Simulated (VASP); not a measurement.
Band structure of CaO (rock salt). Computed with optB86b-vdW, VASP's PBE PAW potentials (set 64) (plane waves; VASP).

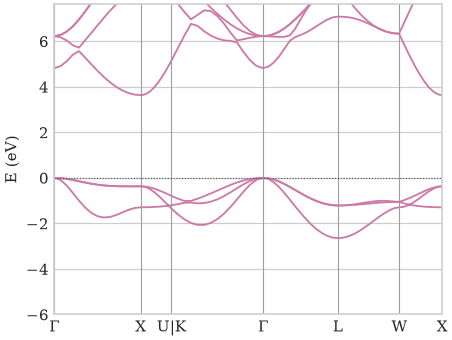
*Bands along high-symmetry lines, zero at the valence-band maximum or, without a gap, the Fermi level*

Q: Read the plot: is there a gap, and where are the band edges?

A: The gap is indirect, 3.63 eV, from the valence maximum at Γ to the conduction minimum at X. (Edges off the drawn lines would not show.)

The compound is CaO in the rock salt structure. It was relaxed first.
